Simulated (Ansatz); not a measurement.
# A hypothetical structure for ZnGaGeH

This structure for ZnGaGeH is made up. Its elements were placed in a known structure type with a cell scaled to their sizes. What cell does the guess relax to, and how far off was it?

Program: Ansatz 0.2.0. Level of theory: DFT, PBE, plane-wave PAW, default files, scalar-relativistic, no spin, cell and ions relaxed at zero pressure, in the first sound run; inputs show where later runs differ. Results are calculated unless marked as measured.

## 1. Set-up

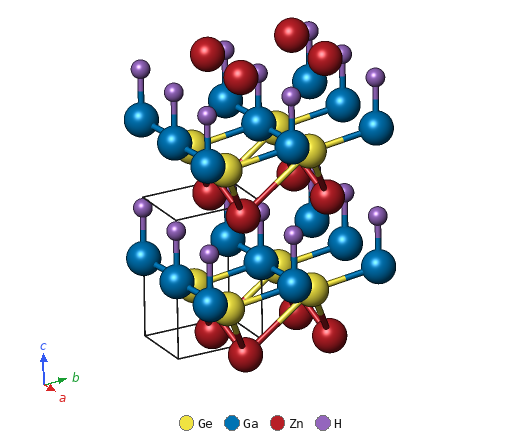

The starting structure, seen slightly off an axis (germanium yellow, gallium blue, zinc red, hydrogen purple). 2×2×2 cells are drawn. Bonds to atoms that aren't drawn are left out. Some periodic images of atoms are drawn too.

Structure file:

```cif
data_structure
_symmetry_space_group_name_H-M 'P3m1'
_symmetry_Int_Tables_number 156
_cell_length_a 3.6890
_cell_length_b 3.6890
_cell_length_c 4.3150
_cell_angle_alpha 90.000
_cell_angle_beta 90.000
_cell_angle_gamma 120.000
_cell_volume 50.85
loop_
_atom_site_label
_atom_site_type_symbol
_atom_site_symmetry_multiplicity
_atom_site_Wyckoff_symbol
_atom_site_fract_x
_atom_site_fract_y
_atom_site_fract_z
_atom_site_occupancy
Ge1 Ge 1 a 0.00000 0.00000 0.42730 1
Ga1 Ga 1 b 0.33333 0.66667 0.55820 1
Zn1 Zn 1 c 0.66667 0.33333 0.99460 1
H1 H 1 b 0.33333 0.66667 0.92300 1
```

## 2. Relaxation of the guess

The guessed cell has no reason to be at equilibrium. It is relaxed with the atoms, within the space group of the guess.

input.yaml reads:

```yaml
crystal:
  lattice:
    - [3.689, 0.0, 0.0]
    - [-1.8445, 3.194767715, 0.0]
    - [0.0, 0.0, 4.315]
  atoms:
    - { symbol: Ge, position: [0.666666667, 0.333333333, 0.4273] }
    - { symbol: Ga, position: [0.0, 0.0, 0.5582] }
    - { symbol: Zn, position: [0.333333333, 0.666666667, 0.9946] }
    - { symbol: H, position: [0.0, 0.0, 0.923] }
kpoints:
  mp_grid: { grid: [8, 8, 6] }
scf:
  occupations: { method: fermi_dirac, width: 0.05 }
hamiltonian:
  xc: pbe
  pseudopotentials: { kind: paw }
relax:
  f_tol: 0.015
  max_steps: 70
  cell: {}
output:
  forces: true
  stress: true
```

The run is started by

```
> ansatz run input.yaml --threads 4 --pin off --max-ram 8192MiB --backend cpu --events-out ev --progress --plain --runs-dir out
```

Numbers of over 12 decimals in the logs are rounded to 6 here.

The log of the run:

```text
Engine: ansatz 0.2.0, aarch64-unknown-linux-gnu
Pseudopotentials: kind: paw
Pseudopotential: Ge, paw, valence charge 14, recommended cutoff 420 eV (normal), Ge.paw.azcp
Pseudopotential: Ga, paw, valence charge 13, recommended cutoff 420 eV (normal), Ga.paw.azcp
Pseudopotential: Zn, paw, valence charge 12, recommended cutoff 420 eV (normal), Zn.paw.azcp
Pseudopotential: H, paw, valence charge 1, recommended cutoff 420 eV (normal), H.paw.azcp
Functional definition: PBE
  parameter kappa = 0.804
  parameter beta = 0.066725
  exchange = pbe_x(kappa = kappa, mu = beta*pi^2/3)
  correlation = pbe_c(beta = beta)
Crystal: 4 atoms, lattice volume = 50.854 Å³
Basis set: ecut = 420 eV, 987 PW (Γ), exchange–correlation on 50×50×60 points (8 copies of the dense FFT grid, shifted against one another)
Bands: 24, of which v1, the nominal top of the filled ones, is band 20 counted from 1 (19 counted from 0)
Symmetry: 6 space group operations
Space group: P3m1 (ITA 156), of the structure as read, at distance tolerance 3.7e-5 Å
k-points: 50 of 384 (time reversal used)
Non-local potential: Ge, projectors of the file, l = 0: 2, l = 1: 2, l = 2: 3, l = 3: 1
Non-local potential: Ga, projectors of the file, l = 0: 2, l = 1: 2, l = 2: 3, l = 3: 1
Non-local potential: Zn, projectors of the file, l = 0: 2, l = 1: 2, l = 2: 3, l = 3: 1
Non-local potential: H, projectors of the file, l = 0: 2, l = 1: 1
PAW form: soft (Blöchl's): semilocal exchange-correlation on the pseudo side does not see the compensation charge
PAW one-centre angular grid: Ge, 590 points (default); XC on 64 Gauss nodes
PAW one-centre angular grid: Ga, 590 points (default); XC on 64 Gauss nodes
PAW one-centre angular grid: Zn, 590 points (default); XC on 64 Gauss nodes
PAW one-centre angular grid: H, 110 points (default); XC on 64 Gauss nodes
Initial density: superposition of atomic densities (neutral atoms: chi_scale 0, normalization atom), corrected by the library's trained network
Initial wavefunctions: pseudopotential atomic-orbital guess
Functional: x = pbe(κ = 0.804, μ = 0.219515), c = pbe(β = 0.066725)
SCF iter   1: F=—  HF=-11410.117258 eV  |F-HF|=—  |Δ(HF+E_count)|=         —  Δρ=3.36e-3  dr2=5.82e-3  ethr=1.77e-3  ⟨swp⟩=6.0  Hψ=5609  notcnv=0
preconditioner: auto → Kerker (q_TF=auto, 2.621 Å⁻¹)  [metal: Δε(μ)=0.017 eV  Ē_g=16.894 eV  σ=0.050 eV  W_gap=0.09  n_scr=20 (ndim 8)  ℏωp=32.9 eV  f_vac=0.000  D(μ)=1.03/eV (n_scr^D=2)]
SCF iter   2: F=—  HF=-11410.115910 eV  |F-HF|=—  |Δ(HF+E_count)|=   1.35e-3  Δρ=1.94e-3  dr2=2.17e-3  ethr=1.45e-5  ⟨swp⟩=1.2  Hψ=1636  notcnv=0
SCF iter   3: F=—  HF=-11410.115684 eV  |F-HF|=—  |Δ(HF+E_count)|=   2.26e-4  Δρ=6.32e-4  dr2=1.26e-4  ethr=5.42e-6  ⟨swp⟩=2.6  Hψ=2081  notcnv=0
SCF iter   4: F=—  HF=-11410.115583 eV  |F-HF|=—  |Δ(HF+E_count)|=   1.01e-4  Δρ=2.42e-4  dr2=3.86e-5  ethr=3.15e-7  ⟨swp⟩=2.0  Hψ=2123  notcnv=0
SCF iter   5: F=—  HF=-11410.115612 eV  |F-HF|=—  |Δ(HF+E_count)|=   2.98e-5  Δρ=1.36e-4  dr2=9.70e-6  ethr=9.66e-8  ⟨swp⟩=2.0  Hψ=2192  notcnv=0
SCF iter   6: F=—  HF=-11410.115608 eV  |F-HF|=—  |Δ(HF+E_count)|=   4.31e-6  Δρ=7.06e-5  dr2=3.26e-6  ethr=2.43e-8  ⟨swp⟩=2.0  Hψ=2192  notcnv=0
SCF iter   7: F=—  HF=-11410.115607 eV  |F-HF|=—  |Δ(HF+E_count)|=   6.27e-7  Δρ=2.48e-5  dr2=5.00e-7  ethr=8.14e-9  ⟨swp⟩=2.0  Hψ=1617  notcnv=0
SCF iter   8: F=—  HF=-11410.115607 eV  |F-HF|=—  |Δ(HF+E_count)|=   2.13e-8  Δρ=1.52e-5  dr2=1.35e-7  ethr=1.25e-9  ⟨swp⟩=2.0  Hψ=2077  notcnv=0
SCF iter   9: F=-11410.115607 eV  HF=-11410.115607 eV  |F-HF|=1.81e-9  |Δ(HF+E_count)|=   7.28e-8  Δρ=4.38e-6  dr2=9.99e-9  ethr=2.50e-10  ⟨swp⟩=4.1  Hψ=4151  notcnv=0
SCF 1 converged in 9 iterations: F = -11410.115607 eV  dr2 = 9.99e-9
  greatest PAW one-centre occupation: 0.998 electrons in one spin orbital (limit 2), on the Ge atom at site 0 (counted from 0), in its partial waves of l = 2
relax step   1: F+E_penalty+E_count = -11410.11560736 eV  Δ(F+E_penalty+E_count) = +0.000e0 eV  max|allowed force component| = 2.663e0 eV/Å  Δτ_max = 0.0000 Å  P = +28.852 GPa  Ω = 50.854 Å³  (9 SCF iters, dr2 threshold 1.00e-7 eV, accepted)
Crystal: 4 atoms, lattice volume = 58.469 Å³
Basis set: ecut = 420 eV, 1143 PW (Γ), exchange–correlation on 50×50×60 points (8 copies of the dense FFT grid, shifted against one another)
Initial density: handed on by an earlier stage of this run
Initial wavefunctions: those handed on with the density
iter 1 solved again at ethr=2.21e-4 eV; its pass at ethr=3.10e-3 eV (dr2=8.84e-2 eV) is discarded
SCF iter   1: F=—  HF=-11411.251709 eV  |F-HF|=—  |Δ(HF+E_count)|=         —  Δρ=1.10e-2  dr2=8.95e-2  ethr=2.21e-4  ⟨swp⟩=1.0  Hψ=7588  notcnv=0
preconditioner: auto → Kerker (q_TF=auto, 2.561 Å⁻¹)  [metal: Δε(μ)=0.034 eV  Ē_g=16.352 eV  σ=0.050 eV  W_gap=0.17  n_scr=20 (ndim 8)  ℏωp=30.7 eV  f_vac=0.000  D(μ)=0.87/eV (n_scr^D=2)]
SCF iter   2: F=—  HF=-11411.237497 eV  |F-HF|=—  |Δ(HF+E_count)|=   1.42e-2  Δρ=6.43e-3  dr2=3.66e-2  ethr=2.21e-4  ⟨swp⟩=2.0  Hψ=1401  notcnv=0
SCF iter   3: F=—  HF=-11411.231849 eV  |F-HF|=—  |Δ(HF+E_count)|=   5.65e-3  Δρ=3.57e-3  dr2=6.94e-3  ethr=9.16e-5  ⟨swp⟩=2.0  Hψ=1929  notcnv=0
SCF iter   4: F=—  HF=-11411.227929 eV  |F-HF|=—  |Δ(HF+E_count)|=   3.92e-3  Δρ=1.26e-3  dr2=7.45e-4  ethr=1.74e-5  ⟨swp⟩=2.0  Hψ=2300  notcnv=0
SCF iter   5: F=—  HF=-11411.228001 eV  |F-HF|=—  |Δ(HF+E_count)|=   7.26e-5  Δρ=3.27e-4  dr2=1.16e-4  ethr=1.86e-6  ⟨swp⟩=2.0  Hψ=1887  notcnv=0
SCF iter   6: F=—  HF=-11411.228009 eV  |F-HF|=—  |Δ(HF+E_count)|=   7.55e-6  Δρ=1.28e-4  dr2=1.20e-5  ethr=2.90e-7  ⟨swp⟩=2.0  Hψ=1938  notcnv=0
SCF iter   7: F=—  HF=-11411.228016 eV  |F-HF|=—  |Δ(HF+E_count)|=   7.46e-6  Δρ=1.03e-4  dr2=4.93e-6  ethr=3.00e-8  ⟨swp⟩=2.0  Hψ=2196  notcnv=0
SCF iter   8: F=—  HF=-11411.228012 eV  |F-HF|=—  |Δ(HF+E_count)|=   4.05e-6  Δρ=2.95e-5  dr2=7.20e-7  ethr=1.23e-8  ⟨swp⟩=2.0  Hψ=2192  notcnv=0
SCF iter   9: F=-11411.228012 eV  HF=-11411.228012 eV  |F-HF|=1.20e-7  |Δ(HF+E_count)|=   2.17e-7  Δρ=1.32e-5  dr2=1.33e-7  ethr=1.00e-9  ⟨swp⟩=4.8  Hψ=4466  notcnv=0
SCF 2 converged in 9 iterations: F = -11411.228012 eV  dr2 = 1.33e-7
relax step   2: F+E_penalty+E_count = -11411.22801215 eV  Δ(F+E_penalty+E_count) = -1.112e0 eV  max|allowed force component| = 1.449e0 eV/Å  Δτ_max = 0.0986 Å  P = +8.724 GPa  Ω = 58.469 Å³  energy of the carried Pulay correction = -5.009e-3 eV  (9 SCF iters, dr2 threshold 4.00e-7 eV, accepted)
Crystal: 4 atoms, lattice volume = 61.578 Å³
Basis set: ecut = 420 eV, 1179 PW (Γ), exchange–correlation on 50×50×60 points (8 copies of the dense FFT grid, shifted against one another)
[...]
relax step   7: F+E_penalty+E_count = -11411.65905141 eV  Δ(F+E_penalty+E_count) = -3.007e-3 eV  max|allowed force component| = 4.095e-2 eV/Å  Δτ_max = 0.0779 Å  P = +0.343 GPa  Ω = 65.805 Å³  energy of the carried Pulay correction = -9.221e-3 eV  (8 SCF iters, dr2 threshold 4.00e-7 eV, accepted)
relax step   8: F+E_penalty+E_count = -11411.65914351 eV  Δ(F+E_penalty+E_count) = -9.210e-5 eV  max|allowed force component| = 2.181e-2 eV/Å  Δτ_max = 0.0194 Å  P = -0.339 GPa  Ω = 66.284 Å³  energy of the carried Pulay correction = -9.478e-3 eV  (7 SCF iters, dr2 threshold 4.00e-7 eV, accepted)
relax step   9: F+E_penalty+E_count = -11411.65977709 eV  Δ(F+E_penalty+E_count) = -6.336e-4 eV  max|allowed force component| = 3.241e-3 eV/Å  Δτ_max = 0.0032 Å  P = -0.022 GPa  Ω = 65.940 Å³  energy of the carried Pulay correction = -9.294e-3 eV  (5 SCF iters, dr2 threshold 3.08e-7 eV, accepted)
relax step  10: F+E_penalty+E_count = -11411.68772569 eV  Δ(F+E_penalty+E_count) = -2.795e-2 eV  max|allowed force component| = 1.067e-2 eV/Å  Δτ_max = 0.0000 Å  P = +0.666 GPa  Ω = 65.940 Å³  stress off target by 1.24e0 GPa  SCF on the basis re-selected at this cell (its energy is not comparable with the rows above)  (11 SCF iters)
relax step  11: F+E_penalty+E_count = -11411.69391824 eV  Δ(F+E_penalty+E_count) = -6.193e-3 eV  max|allowed force component| = 5.706e-2 eV/Å  Δτ_max = 0.0344 Å  P = +0.191 GPa  Ω = 67.238 Å³  energy of the carried Pulay correction = -6.336e-4 eV  (5 SCF iters, dr2 threshold 4.00e-7 eV, accepted)
relax step  12: F+E_penalty+E_count = -11411.69731113 eV  Δ(F+E_penalty+E_count) = -3.393e-3 eV  max|allowed force component| = 6.473e-2 eV/Å  Δτ_max = 0.0493 Å  P = +0.137 GPa  Ω = 68.539 Å³  energy of the carried Pulay correction = -1.340e-3 eV  (6 SCF iters, dr2 threshold 4.00e-7 eV, accepted)
relax step  13: F+E_penalty+E_count = -11411.69912576 eV  Δ(F+E_penalty+E_count) = -1.815e-3 eV  max|allowed force component| = 2.036e-2 eV/Å  Δτ_max = 0.0607 Å  P = +0.091 GPa  Ω = 70.102 Å³  energy of the carried Pulay correction = -2.293e-3 eV  (6 SCF iters, dr2 threshold 2.62e-7 eV, accepted)
relax step  14: F+E_penalty+E_count = -11411.69825975 eV  Δ(F+E_penalty+E_count) = +8.660e-4 eV  max|allowed force component| = 5.958e-2 eV/Å  Δτ_max = 0.0412 Å  P = +0.034 GPa  Ω = 71.242 Å³  energy of the carried Pulay correction = -3.063e-3 eV  (7 SCF iters, dr2 threshold 3.38e-8 eV, rejected (line search))
relax step  15: F+E_penalty+E_count = -11411.69907501 eV  Δ(F+E_penalty+E_count) = +5.075e-5 eV  max|allowed force component| = 6.683e-3 eV/Å  Δτ_max = 0.0169 Å  P = +0.005 GPa  Ω = 70.665 Å³  energy of the carried Pulay correction = -2.665e-3 eV  (10 SCF iters, accepted)
relax step  16: F+E_penalty+E_count = -11411.69899901 eV  Δ(F+E_penalty+E_count) = +7.600e-5 eV  max|allowed force component| = 7.202e-3 eV/Å  Δτ_max = 0.0080 Å  P = +0.039 GPa  Ω = 70.782 Å³  energy of the carried Pulay correction = -2.744e-3 eV  (9 SCF iters, accepted)
relax step  17: F+E_penalty+E_count = -11411.69901336 eV  Δ(F+E_penalty+E_count) = -1.435e-5 eV  max|allowed force component| = 1.073e-3 eV/Å  Δτ_max = 0.0027 Å  P = -0.001 GPa  Ω = 70.788 Å³  energy of the carried Pulay correction = -2.749e-3 eV  (5 SCF iters, dr2 threshold 6.77e-9 eV, accepted)
iter 1 solved again at ethr=3.67e-7 eV; its pass at ethr=3.10e-3 eV (dr2=1.47e-4 eV) is discarded
SCF iter   1: F=—  HF=-11411.680579 eV  |F-HF|=—  |Δ(HF+E_count)|=         —  Δρ=1.33e-3  dr2=6.70e-5  ethr=3.67e-7  ⟨swp⟩=2.5  Hψ=8003  notcnv=0
preconditioner: auto → Resta (q_TF=auto, 2.481 Å⁻¹)  ε∞=4.1  [insulator: Δε(μ)=0.137 eV  Ē_g=15.729 eV  σ=0.050 eV  W_gap=0.55  n_scr=22 (ndim 8)  ℏωp=27.9 eV  f_vac=0.027  D(μ)=0.54/eV (n_scr^D=0)  ε∞_Penn≈4.1]
SCF iter   2: F=—  HF=-11411.696335 eV  |F-HF|=—  |Δ(HF+E_count)|=   1.58e-2  Δρ=6.69e-4  dr2=9.50e-6  ethr=1.67e-7  ⟨swp⟩=2.2  Hψ=1725  notcnv=0
SCF iter   3: F=—  HF=-11411.700778 eV  |F-HF|=—  |Δ(HF+E_count)|=   4.44e-3  Δρ=2.47e-4  dr2=3.08e-6  ethr=2.37e-8  ⟨swp⟩=2.1  Hψ=1705  notcnv=0
SCF iter   4: F=—  HF=-11411.701376 eV  |F-HF|=—  |Δ(HF+E_count)|=   5.98e-4  Δρ=1.02e-4  dr2=2.17e-6  ethr=7.71e-9  ⟨swp⟩=2.0  Hψ=2195  notcnv=0
SCF iter   5: F=—  HF=-11411.701449 eV  |F-HF|=—  |Δ(HF+E_count)|=   7.30e-5  Δρ=2.45e-5  dr2=2.82e-7  ethr=5.42e-9  ⟨swp⟩=2.0  Hψ=1654  notcnv=0
SCF iter   6: F=—  HF=-11411.701454 eV  |F-HF|=—  |Δ(HF+E_count)|=   4.89e-6  Δρ=7.18e-6  dr2=5.95e-8  ethr=7.05e-10  ⟨swp⟩=2.0  Hψ=2194  notcnv=0
SCF iter   7: F=—  HF=-11411.701454 eV  |F-HF|=—  |Δ(HF+E_count)|=   1.53e-7  Δρ=2.00e-6  dr2=6.92e-9  ethr=1.49e-10  ⟨swp⟩=2.1  Hψ=1745  notcnv=0
SCF iter   8: F=—  HF=-11411.701454 eV  |F-HF|=—  |Δ(HF+E_count)|=   6.32e-9  Δρ=6.71e-7  dr2=2.24e-10  ethr=1.73e-11  ⟨swp⟩=2.0  Hψ=1934  notcnv=0
SCF iter   9: F=—  HF=-11411.701454 eV  |F-HF|=—  |Δ(HF+E_count)|=  1.98e-10  Δρ=4.75e-7  dr2=2.11e-10  ethr=1.00e-12  ⟨swp⟩=5.0  Hψ=4858  notcnv=0
SCF iter  10: F=-11411.701454 eV  HF=-11411.701454 eV  |F-HF|=4.00e-11  |Δ(HF+E_count)|=  4.89e-10  Δρ=1.37e-7  dr2=2.83e-11  ethr=1.00e-12  ⟨swp⟩=3.0  Hψ=4705  notcnv=0
SCF 18 converged in 10 iterations: F = -11411.701454 eV  dr2 = 2.83e-11
relax step  18: F+E_penalty+E_count = -11411.70145393 eV  Δ(F+E_penalty+E_count) = -2.441e-3 eV  max|allowed force component| = 1.220e-3 eV/Å  Δτ_max = 0.0000 Å  P = -0.024 GPa  Ω = 70.788 Å³  stress off target by 3.85e-2 GPa  SCF on the basis re-selected at this cell (its energy is not comparable with the rows above)  (10 SCF iters)
basis re-selected at this cell: Δ(F+E_penalty+E_count) = -2.441e-3 eV, ΔP = -0.023 GPa vs the last step (what re-selecting the basis moved, of the pressure what is left beyond the Pulay correction that the steps carried, after the strain that the cell walked since its last selection, with what the two solves' SCF thresholds leave and, on support functions, any second-order correction that the steps lacked; it is no m [...]
SCF converged after 10 iterations
Free energy (F): -11411.701454 eV
Harris-Foulkes:  -11411.701454 eV  (|F-HF|=4.00e-11)
Internal energy: -11411.696394 eV  (E = F + TS)
E sigma→0 (E₀):  -11411.698924 eV
Entropy (-TS):   -0.005060 eV (-1.265 meV/atom)
Fermi energy:    6.867666 eV
--- Per-component energies (eV) ---
  E_band       = -228.042426
  E_kinetic    = 368.796646
  E_local      = -6568.644240  (includes V_loc(G=0)·N_el)
  E_nonlocal   = 1455.860037
  E_hartree    = 2908.326918
  E_xc         = -289.266641
  E_vxc        = -183.866417  (∫ρ·V_xc dr)
  E_paw        = -5834.146213  (= ΣΔE_a)
  E_vpaw       = -1116.840781  (= ΣTr[D̂ρ^β])
  E_aug_tail   = -0.001233  (compensation charges beyond the density's cutoff)
  E_ewald      = -3452.621668
  E_smearing   = -0.005060  (= −TS)
  E_closure    = -0.000000  (closes the sum)
  Σ components = -11411.701454   (vs F -11411.701454, Δ=0.00e0)
--- Forces (eV/Å), atoms counted from 1 ---
  atom   1  Ge     0.00000000     0.00000000    -0.00122037
  atom   2  Ga     0.00000000     0.00000000     0.00037057
  atom   3  Zn     0.00000000     0.00000000    -0.00023952
  atom   4  H     -0.00000000    -0.00000000     0.00108846
  max |Σ_I F_I| component: 8.63e-7 eV/Å
--- Stress (GPa, compression-positive) ---
       -0.038502       0.000000      -0.000000
        0.000000      -0.038502       0.000000
       -0.000000       0.000000       0.003641
  P = ⅓ Tr σ = -0.0245 GPa (-0.245 kbar)
--- Relaxed structure (16 steps of the walk, 15 accepted, 2 SCFs on fresh bases) ---
  F+E_penalty+E_count = -11411.70145393 eV   max|allowed force component| = 1.220e-3 eV/Å   (the final SCF, on the basis selected at the relaxed cell)
  cell:  # Å, volume = 70.7876 Å³
    - [3.963854, 0, 1.3247720349363115e-16]
    - [-1.981927, 3.432798, -6.623860174681557e-17]
    - [1.5495774817992007e-16, 0, 5.202248]
  atoms:
    - { symbol: Ge, position: [0.666667, 0.333333, 0.345181] }
    - { symbol: Ga, position: [1.572905032150061e-18, 0, 0.568689] }
    - { symbol: Zn, position: [0.333333, 0.666667, 1.108325] }
    - { symbol: H, position: [-6.31224862681741e-18, 0, 0.880905] }
```

The job ended after 42 s (4 threads of Arm Neoverse V1, shared host; peak memory 0.49 GiB).

The steps of the relaxation:

```tsv
step	energy less that of the first step (eV)	largest force component (eV/Å)	pressure (GPa)	volume (Å³)
1	0.0000	2.6626	28.85	50.85
2	-1.1124	1.4495	8.72	58.47
3	-1.4776	0.3481	1.61	61.58
4	-1.5073	0.1657	0.18	62.91
5	-1.5282	0.1037	0.01	64.05
6	-1.5404	0.1009	-0.13	65.17
7	-1.5434	0.0410	0.34	65.80
8	-1.5435	0.0218	-0.34	66.28
9	-1.5442	0.0032	-0.02	65.94
10*	-1.5721	0.0107	0.67	65.94
11	-1.5783	0.0571	0.19	67.24
12	-1.5817	0.0647	0.14	68.54
13	-1.5835	0.0204	0.09	70.10
14	-1.5827	0.0596	0.03	71.24
15	-1.5835	0.0067	0.00	70.66
16	-1.5834	0.0072	0.04	70.78
17	-1.5834	0.0011	0.00	70.79
18*	-1.5858	0.0012	-0.02	70.79
```

Relaxation steps marked * repeat the geometry before them on a plane-wave basis chosen anew for their cell, so energy and pressure can jump there. Relaxation step 14 was tried and not accepted.

Forces are held to the 6 operations that the run works with; a distortion that breaks them can't arise in this run.

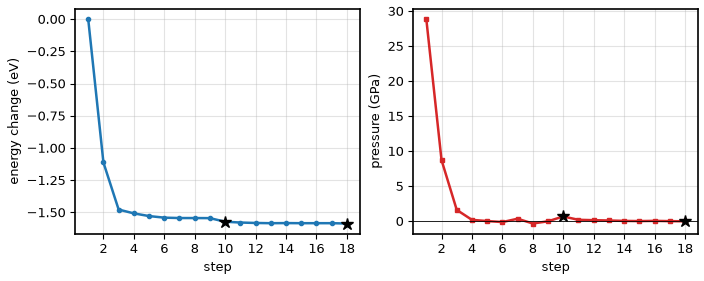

Energy and pressure along the relaxation. Stars mark steps on a basis chosen anew.

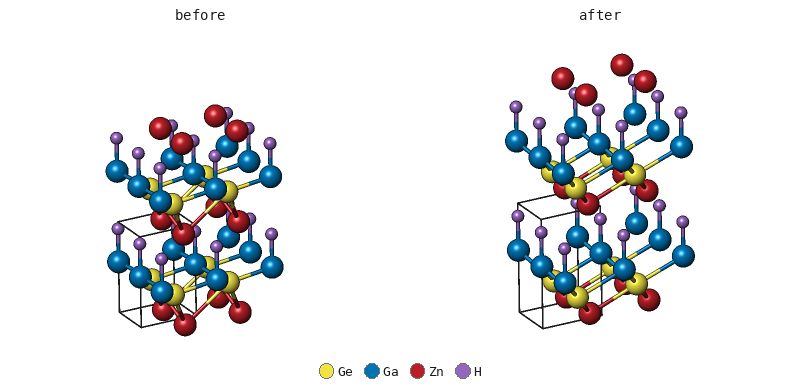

The structure before and after the relaxation, drawn at the same scale. Bonds to atoms that aren't drawn are left out.

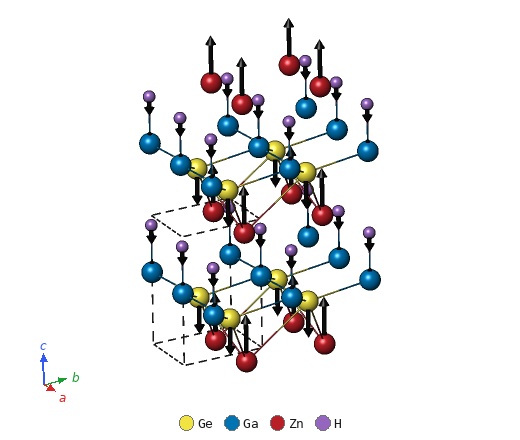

Displacements in the relaxation, exaggerated, measured against the changing cell; the longest in the cell stands for 0.59 Å. Bonds to atoms that aren't drawn are left out. 2×2×2 cells are drawn. Some periodic images of atoms are drawn too.

```tsv
cell as run	before	after	change
a (Å)	3.689	3.964	+7.5 %
b (Å)	3.689	3.964	+7.5 %
c (Å)	4.315	5.202	+20.6 %
volume (Å³/atom)	12.71	17.70	+39.2 %
```

The atoms that moved most (Å, as changes of fractional coordinates times the final cell):

```tsv
atom	dx	dy	dz	length
Zn3	0.000	0.000	0.592	0.592
Ge1	0.000	0.000	-0.427	0.427
H4	0.000	0.000	-0.219	0.219
Ga2	0.000	0.000	0.055	0.055
```

Final coordinates:

```xyz
4
Lattice="3.9639 0.0000 0.0000 -1.9819 3.4328 0.0000 0.0000 0.0000 5.2022" Properties=species:S:1:pos:R:3 pbc="T T T"
Ge    1.9819    1.1443    1.7957
Ga    0.0000    0.0000    2.9585
Zn    0.0000    2.2885    5.7658
H     0.0000    0.0000    4.5827
```

This step gave:

```
free energy             : -11411.7015 eV
energy at zero smearing : -11411.6989 eV
smearing term TS        : 0.005060 eV
Fermi energy            : 6.868 eV
electrons               : 40
symmetry operations     : 6
pressure                : -0.02445 GPa
```

The shortest distance of each pair, which need not be the same contact before and after:

```tsv
pair	guess (Å)	relaxed (Å)
Ga–H	1.574	1.624
Ga–Ge	2.203	2.567
H–Zn	2.152	2.576
Ge–Zn	2.832	2.599
Ga–Zn	2.843	3.313
```

The relaxation ends with a largest force component of 0.0012 eV/Å and a pressure of -0.02 GPa.

(Continued in part 2 of 2.)

[Logs are printed without paths, hosts, clocks, repeated set-up lines and the standing remarks that a program may print on its own settings, such as how far it seeks lower states.]

[Hosts, paths, dates, database ids (printed as entryN), source tags and the programs' standing remarks are cut or masked in the printed files.]
